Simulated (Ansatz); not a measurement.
Process, species as SMILES: C=C=O → C(=[CH])=O + H atom
B3LYP-D3(BJ)/def2-TZVP geometries, fixed; electronic energies without zero-point terms.
Largest species:
```xyz
5

C      0.0091     0.0017    -1.2056
C     -0.0008    -0.0001     0.1027
H      0.0282     0.9401    -1.7377
H     -0.0018    -0.9351    -1.7406
O     -0.0096    -0.0018     1.2620
```
Charge 0, spin multiplicity 1.

Basis-set convergence of the bond dissociation energy at CCSD(T) with Ansatz (a program for electronic structure). Cartesian d functions, on some or all atoms, in 6-31G*; all else is spherical. Cores are frozen. Open shells are unrestricted. No added dispersion term, no relativity. Functions are those of the species that has most. Reference: Hartree-Fock in cc-pVQZ plus the correlation part extrapolated as X^-3 from cc-pVTZ and cc-pVQZ, 113.09 kcal/mol, itself unsure by roughly 0.23 kcal/mol (a third of the extrapolation step and of the last Hartree-Fock step). Deviations are taken from unrounded values.

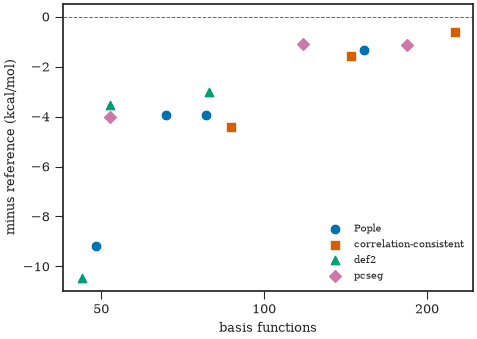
Deviation from the reference against the number of basis functions, by family of sets.

```
basis              functions  bond dissociation energy (kcal/mol)  minus reference (kcal/mol)
-----------------  ---------  -----------------------------------  --------------------------
def2-SV(P)                46                               102.64                      -10.44
6-31G*                    49                               103.90                       -9.18
def2-SVP                  52                               109.56                       -3.53
pcseg-1                   52                               109.07                       -4.01
6-311G**                  66                               109.15                       -3.93
6-311+G**                 78                               109.15                       -3.94
def2-SVPD                 79                               110.09                       -3.00
aug-cc-pVDZ               87                               108.68                       -4.40
pcseg-2                  118                               111.98                       -1.11
jun-cc-pV(T+d)Z          145                               111.52                       -1.57
6-311++G(3df,3pd)        153                               111.76                       -1.32
aug-pcseg-2              184                               111.96                       -1.13
cc-pVQZ                  225                               112.46                       -0.63
```
